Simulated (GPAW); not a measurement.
# Geometry relaxation of SnNH5 (part 3 of 5)

Continued. System: SnNH5 (Sn(NH2)H3), SMILES [H][Sn]([H])([H])[NH2]. Method: WC/plane waves, scalar-relativistic datasets (GPAW 26.7.0). The geometry comes from this level: GFN2-xTB.

Geometry of the input (Å):
```
Sn -0.0029  0.0016  -0.7636
N  0.1119  0.2249  1.2186
H  0.6914  -0.4436  1.7066
H  -0.7673  0.2709  1.7129
H  1.5636  -0.0078  -1.2823
H  -0.8132  1.3360  -1.2961
H  -0.7835  -1.3819  -1.2961
```

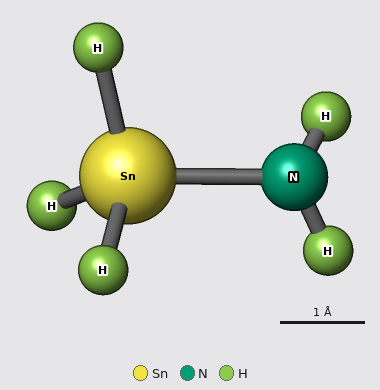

**Figure 1.** The input geometry (ball-and-stick view, seen at a tilt). Sticks mark near contacts.

Log, continued:
```
SCF iterations
|iter     |     time |      energy | eigst |  dens |
|---------|----------|-------------|-------|-------|
|iter:   1| 00:05:02 |  -28.939200c| -3.90 |       |
|iter:   2| 00:05:04 |  -28.939197c| -5.55 | -3.32 |
|iter:   3| 00:05:05 |  -28.939167c| -5.47 | -3.35 |
|iter:   4| 00:05:07 |  -28.939166c| -6.58 | -3.82 |
|iter:   5| 00:05:08 |  -28.939166c| -7.26 | -4.17c|
|iter:   6| 00:05:10 |  -28.939166c| -7.62c| -4.46c|

Converged in 6 steps
SCF loop duration: 7.555 s (1.259 s/step)
Energy contributions relative to reference atoms: (reference = -169530.588401)

Energy contributions:
  Kinetic:          27.669013
  Coulomb:         -30.729948
  Zero:             -0.106364
  External:          0.000000
  Xc:              -25.771867
  Entropy:           0.000000
  Spinorbit:         0.000000
  ----------------------------
  Free energy:     -28.939166
  Extrapolated:    -28.939166

dipole moment: (-0.110087, -0.196282, 0.014296)  # |e|*Ang

Fermi level: -3.267
Eigenvalues  # (at kpt = [0.000, 0.000, 0.000])
| band index |      eig [eV] | occ [0-2] |
|------------|---------------|-----------|
|          0 |       -25.383 |     2.000 |
|        ... |               |           |
|          4 |       -25.166 |     2.000 |
|          5 |       -20.083 |     2.000 |
|          6 |       -12.437 |     2.000 |
|          7 |       -11.031 |     2.000 |
|          8 |        -8.428 |     2.000 |
|          9 |        -7.568 |     2.000 |
|         10 |        -7.553 |     2.000 |
|         11 |        -5.661 |     2.000 |
|         12 |        -0.873 |     0.000 |
|         13 |        -0.508 |     0.000 |
|         14 |         0.207 |     0.000 |
|         15 |         0.287 |     0.000 |
|         16 |         0.560 |     0.000 |
|         17 |         0.826 |     0.000 |

Gap: 4.788 eV
Transition (v -> c):
  (s=0, k=0, n=11, [0.00, 0.00, 0.00]) -> (s=0, k=0, n=12, [0.00, 0.00, 0.00])
No difference between direct/indirect transitions
vacuum-level: 0.294  # V

Forces  # eV/Ang
|        x |        y |        z |
|----------|----------|----------|
| -0.00667 | -0.02068 |  0.04094 |  # Sn   0
| -0.01695 |  0.00680 | -0.00503 |  # N    1
| -0.00485 |  0.00954 | -0.01441 |  # H    2
|  0.01368 |  0.00469 | -0.00425 |  # H    3
|  0.02866 |  0.00111 | -0.00300 |  # H    4
| -0.00941 |  0.00933 |  0.00908 |  # H    5
| -0.00242 |  0.00590 |  0.00276 |  # H    6

Force computation time: 0.617  # s
BFGS:   29 00:05:10      -28.939166        0.046351
        .---------------------------.
       /|                           |
      / |                           |
     /  |                           |
    /   |                           |
   /    |                           |
  /     |                           |
 *      |                           |
 |      |                           |
 |      |       H NH                |
 |      |                           |
 |      |                           |
 |      |       H Sn                |
 |      |             H             |
 |      |      H                    |
 |      .---------------------------.
 |     /                           /
 |    /                           /
 |   /                           /
 |  /                           /
 | /                           /
 |/                           /
 *---------------------------*

Atoms  # Å, Bohr magnetons
|   | symbol |        x |        y |        z |    initial magnetic moments |
|---|--------|----------|----------|----------|-----------------------------|
| 0 |     Sn | 5.339175 | 5.900158 | 5.054309 | ( 0.0000,  0.0000,  0.0000) |
| 1 |      N | 5.501152 | 6.132575 | 7.081946 | ( 0.0000,  0.0000,  0.0000) |
| 2 |      H | 6.008488 | 5.346412 | 7.500209 | ( 0.0000,  0.0000,  0.0000) |
| 3 |      H | 4.576332 | 6.133561 | 7.522665 | ( 0.0000,  0.0000,  0.0000) |
| 4 |      H | 6.943754 | 5.876135 | 4.470073 | ( 0.0000,  0.0000,  0.0000) |
| 5 |      H | 4.480862 | 7.269736 | 4.500567 | ( 0.0000,  0.0000,  0.0000) |
| 6 |      H | 4.523684 | 4.461740 | 4.575997 | ( 0.0000,  0.0000,  0.0000) |

Unit cell  # Å
| periodic |         x |         y |         z |   lengths |    angles |
|----------|-----------|-----------|-----------|-----------|-----------|
|       no | 11.376800 |  0.000000 |  0.000000 | 11.376800 | 90.000000 |
|       no |  0.000000 | 11.717900 |  0.000000 | 11.717900 | 90.000000 |
|       no |  0.000000 |  0.000000 | 12.009000 | 12.009000 | 90.000000 |

Initialization done in: 1.225 s

convergence criteria:
- Maximum [total energy] change in last 3 cyles: 0.0005 eV / valence electron
- Maximum integral of absolute [dens]ity change: 0.0001 electrons / valence electron
- Maximum integral of absolute [eigenst]ate change: 4e-08 eV^2 / valence electron
maximum number of iterations: 150

SCF iterations
|iter     |     time |      energy | eigst |  dens |
|---------|----------|-------------|-------|-------|
|iter:   1| 00:05:12 |  -28.939308c| -3.86 |       |
|iter:   2| 00:05:13 |  -28.939300c| -5.61 | -3.29 |
|iter:   3| 00:05:15 |  -28.939259c| -5.36 | -3.33 |
|iter:   4| 00:05:16 |  -28.939252c| -5.91 | -3.63 |
|iter:   5| 00:05:18 |  -28.939252c| -6.84 | -4.02c|
|iter:   6| 00:05:19 |  -28.939252c| -7.41c| -4.31c|

Converged in 6 steps
SCF loop duration: 7.706 s (1.284 s/step)
Energy contributions relative to reference atoms: (reference = -169530.588401)

Energy contributions:
  Kinetic:          27.668404
  Coulomb:         -30.728551
  Zero:             -0.106546
  External:          0.000000
  Xc:              -25.772559
  Entropy:           0.000000
  Spinorbit:         0.000000
  ----------------------------
  Free energy:     -28.939252
  Extrapolated:    -28.939252

dipole moment: (-0.110675, -0.197203, 0.017331)  # |e|*Ang

Fermi level: -3.270
Eigenvalues  # (at kpt = [0.000, 0.000, 0.000])
| band index |      eig [eV] | occ [0-2] |
|------------|---------------|-----------|
|          0 |       -25.383 |     2.000 |
|        ... |               |           |
|          4 |       -25.165 |     2.000 |
|          5 |       -20.091 |     2.000 |
|          6 |       -12.434 |     2.000 |
|          7 |       -11.040 |     2.000 |
|          8 |        -8.433 |     2.000 |
|          9 |        -7.562 |     2.000 |
|         10 |        -7.549 |     2.000 |
|         11 |        -5.666 |     2.000 |
|         12 |        -0.874 |     0.000 |
|         13 |        -0.509 |     0.000 |
|         14 |         0.208 |     0.000 |
|         15 |         0.284 |     0.000 |
|         16 |         0.563 |     0.000 |
|         17 |         0.825 |     0.000 |

Gap: 4.793 eV
Transition (v -> c):
  (s=0, k=0, n=11, [0.00, 0.00, 0.00]) -> (s=0, k=0, n=12, [0.00, 0.00, 0.00])
No difference between direct/indirect transitions
vacuum-level: 0.294  # V

Forces  # eV/Ang
|        x |        y |        z |
|----------|----------|----------|
|  0.00904 |  0.00423 |  0.00570 |  # Sn   0
| -0.00138 |  0.00642 | -0.00428 |  # N    1
| -0.00375 |  0.00680 | -0.00891 |  # H    2
| -0.00475 |  0.00383 |  0.00676 |  # H    3
|  0.00712 |  0.00157 |  0.00619 |  # H    4
| -0.00018 | -0.00596 |  0.01491 |  # H    5
| -0.00619 | -0.00032 |  0.00620 |  # H    6

Force computation time: 0.652  # s
BFGS:   30 00:05:20      -28.939252        0.016057
        .---------------------------.
       /|                           |
      / |                           |
     /  |                           |
    /   |                           |
   /    |                           |
  /     |                           |
 *      |                           |
 |      |                           |
 |      |       H NH                |
 |      |                           |
 |      |                           |
 |      |       H Sn                |
 |      |             H             |
 |      |      H                    |
 |      .---------------------------.
 |     /                           /
 |    /                           /
 |   /                           /
 |  /                           /
 | /                           /
 |/                           /
 *---------------------------*

Atoms  # Å, Bohr magnetons
|   | symbol |        x |        y |        z |    initial magnetic moments |
|---|--------|----------|----------|----------|-----------------------------|
| 0 |     Sn | 5.339524 | 5.900187 | 5.054907 | ( 0.0000,  0.0000,  0.0000) |
| 1 |      N | 5.501740 | 6.132543 | 7.082250 | ( 0.0000,  0.0000,  0.0000) |
| 2 |      H | 6.008633 | 5.345996 | 7.500203 | ( 0.0000,  0.0000,  0.0000) |
| 3 |      H | 4.576962 | 6.133840 | 7.523078 | ( 0.0000,  0.0000,  0.0000) |
| 4 |      H | 6.944102 | 5.875985 | 4.470001 | ( 0.0000,  0.0000,  0.0000) |
| 5 |      H | 4.480802 | 7.269729 | 4.501344 | ( 0.0000,  0.0000,  0.0000) |
| 6 |      H | 4.523876 | 4.461847 | 4.576354 | ( 0.0000,  0.0000,  0.0000) |

Unit cell  # Å
| periodic |         x |         y |         z |   lengths |    angles |
|----------|-----------|-----------|-----------|-----------|-----------|
|       no | 11.376800 |  0.000000 |  0.000000 | 11.376800 | 90.000000 |
|       no |  0.000000 | 11.717900 |  0.000000 | 11.717900 | 90.000000 |
|       no |  0.000000 |  0.000000 | 12.009000 | 12.009000 | 90.000000 |

Initialization done in: 1.252 s

convergence criteria:
- Maximum [total energy] change in last 3 cyles: 0.0005 eV / valence electron
- Maximum integral of absolute [dens]ity change: 0.0001 electrons / valence electron
- Maximum integral of absolute [eigenst]ate change: 4e-08 eV^2 / valence electron
maximum number of iterations: 150

SCF iterations
|iter     |     time |      energy | eigst |  dens |
|---------|----------|-------------|-------|-------|
|iter:   1| 00:05:22 |  -28.939268c| -4.95 |       |
|iter:   2| 00:05:23 |  -28.939268c| -6.79 | -3.88 |
|iter:   3| 00:05:25 |  -28.939266c| -6.56 | -3.91 |
|iter:   4| 00:05:26 |  -28.939266c| -7.88c| -4.42c|

Converged in 4 steps
SCF loop duration: 4.833 s (1.208 s/step)
Energy contributions relative to reference atoms: (reference = -169530.588401)

Energy contributions:
  Kinetic:          27.675075
  Coulomb:         -30.734450
  Zero:             -0.106629
  External:          0.000000
  Xc:              -25.773262
  Entropy:           0.000000
  Spinorbit:         0.000000
  ----------------------------
  Free energy:     -28.939266
  Extrapolated:    -28.939266

dipole moment: (-0.110578, -0.196968, 0.017910)  # |e|*Ang

Fermi level: -3.270
Eigenvalues  # (at kpt = [0.000, 0.000, 0.000])
| band index |      eig [eV] | occ [0-2] |
|------------|---------------|-----------|
|          0 |       -25.383 |     2.000 |
|        ... |               |           |
|          4 |       -25.165 |     2.000 |
|          5 |       -20.093 |     2.000 |
|          6 |       -12.434 |     2.000 |
|          7 |       -11.041 |     2.000 |
|          8 |        -8.434 |     2.000 |
|          9 |        -7.561 |     2.000 |
|         10 |        -7.548 |     2.000 |
|         11 |        -5.667 |     2.000 |
|         12 |        -0.874 |     0.000 |
|         13 |        -0.510 |     0.000 |
|         14 |         0.208 |     0.000 |
|         15 |         0.284 |     0.000 |
|         16 |         0.562 |     0.000 |
|         17 |         0.825 |     0.000 |

Gap: 4.794 eV
Transition (v -> c):
  (s=0, k=0, n=11, [0.00, 0.00, 0.00]) -> (s=0, k=0, n=12, [0.00, 0.00, 0.00])
No difference between direct/indirect transitions
vacuum-level: 0.294  # V

Forces  # eV/Ang
|        x |        y |        z |
|----------|----------|----------|
|  0.00825 |  0.00421 | -0.00185 |  # Sn   0
| -0.00234 |  0.00852 | -0.00049 |  # N    1
| -0.00229 |  0.00507 | -0.00733 |  # H    2
| -0.00370 |  0.00454 |  0.00703 |  # H    3
|  0.00444 |  0.00182 |  0.00733 |  # H    4
|  0.00094 | -0.00699 |  0.01553 |  # H    5
| -0.00565 |  0.00027 |  0.00686 |  # H    6

Force computation time: 0.692  # s
BFGS:   31 00:05:27      -28.939266        0.017060
        .---------------------------.
       /|                           |
      / |                           |
     /  |                           |
    /   |                           |
   /    |                           |
  /     |                           |
 *      |                           |
 |      |                           |
 |      |       H NH                |
 |      |                           |
 |      |                           |
 |      |       H Sn                |
 |      |             H             |
 |      |      H                    |
 |      .---------------------------.
 |     /                           /
 |    /                           /
 |   /                           /
 |  /                           /
 | /                           /
 |/                           /
 *---------------------------*

Atoms  # Å, Bohr magnetons
|   | symbol |        x |        y |        z |    initial magnetic moments |
|---|--------|----------|----------|----------|-----------------------------|
| 0 |     Sn | 5.344936 | 5.900260 | 5.062647 | ( 0.0000,  0.0000,  0.0000) |
| 1 |      N | 5.512298 | 6.130978 | 7.087680 | ( 0.0000,  0.0000,  0.0000) |
| 2 |      H | 6.011732 | 5.337809 | 7.501817 | ( 0.0000,  0.0000,  0.0000) |
| 3 |      H | 4.588706 | 6.138580 | 7.530910 | ( 0.0000,  0.0000,  0.0000) |
| 4 |      H | 6.947973 | 5.874238 | 4.468469 | ( 0.0000,  0.0000,  0.0000) |
| 5 |      H | 4.481588 | 7.269649 | 4.514219 | ( 0.0000,  0.0000,  0.0000) |
| 6 |      H | 4.527528 | 4.462791 | 4.581698 | ( 0.0000,  0.0000,  0.0000) |

Unit cell  # Å
| periodic |         x |         y |         z |   lengths |    angles |
|----------|-----------|-----------|-----------|-----------|-----------|
|       no | 11.376800 |  0.000000 |  0.000000 | 11.376800 | 90.000000 |
|       no |  0.000000 | 11.717900 |  0.000000 | 11.717900 | 90.000000 |
|       no |  0.000000 |  0.000000 | 12.009000 | 12.009000 | 90.000000 |

Initialization done in: 1.259 s

convergence criteria:
- Maximum [total energy] change in last 3 cyles: 0.0005 eV / valence electron
- Maximum integral of absolute [dens]ity change: 0.0001 electrons / valence electron
- Maximum integral of absolute [eigenst]ate change: 4e-08 eV^2 / valence electron
maximum number of iterations: 150

SCF iterations
|iter     |     time |      energy | eigst |  dens |
|---------|----------|-------------|-------|-------|
|iter:   1| 00:05:28 |  -28.939565c| -2.58 |       |
|iter:   2| 00:05:30 |  -28.939555c| -4.34 | -2.68 |
|iter:   3| 00:05:31 |  -28.939241c| -4.55 | -2.71 |
|iter:   4| 00:05:33 |  -28.939203c| -5.00 | -3.06 |
|iter:   5| 00:05:34 |  -28.939203c| -6.17 | -3.56 |
|iter:   6| 00:05:36 |  -28.939203c| -6.94 | -4.00 |
|iter:   7| 00:05:37 |  -28.939203c| -7.59c| -4.49c|

Converged in 7 steps
SCF loop duration: 9.243 s (1.320 s/step)
Energy contributions relative to reference atoms: (reference = -169530.588401)

Energy contributions:
  Kinetic:          27.710701
  Coulomb:         -30.765189
  Zero:             -0.107107
  External:          0.000000
  Xc:              -25.777608
  Entropy:           0.000000
  Spinorbit:         0.000000
  ----------------------------
  Free energy:     -28.939203
  Extrapolated:    -28.939203

dipole moment: (-0.111834, -0.196584, 0.020756)  # |e|*Ang

Fermi level: -3.276
Eigenvalues  # (at kpt = [0.000, 0.000, 0.000])
| band index |      eig [eV] | occ [0-2] |
|------------|---------------|-----------|
|          0 |       -25.384 |     2.000 |
|        ... |               |           |
|          4 |       -25.164 |     2.000 |
|          5 |       -20.104 |     2.000 |
|          6 |       -12.431 |     2.000 |
|          7 |       -11.046 |     2.000 |
|          8 |        -8.442 |     2.000 |
|          9 |        -7.557 |     2.000 |
|         10 |        -7.543 |     2.000 |
|         11 |        -5.678 |     2.000 |
|         12 |        -0.873 |     0.000 |
|         13 |        -0.510 |     0.000 |
|         14 |         0.209 |     0.000 |
|         15 |         0.285 |     0.000 |
|         16 |         0.560 |     0.000 |
|         17 |         0.824 |     0.000 |

Gap: 4.805 eV
Transition (v -> c):
  (s=0, k=0, n=11, [0.00, 0.00, 0.00]) -> (s=0, k=0, n=12, [0.00, 0.00, 0.00])
No difference between direct/indirect transitions
vacuum-level: 0.294  # V

Forces  # eV/Ang
|        x |        y |        z |
|----------|----------|----------|
|  0.00758 |  0.00340 | -0.05557 |  # Sn   0
| -0.00971 |  0.00172 |  0.02591 |  # N    1
|  0.00748 |  0.00491 |  0.00480 |  # H    2
| -0.00984 |  0.00898 |  0.00224 |  # H    3
| -0.01622 |  0.00658 |  0.02006 |  # H    4
|  0.00858 | -0.00974 |  0.01432 |  # H    5
| -0.00230 |  0.00412 |  0.01326 |  # H    6
```
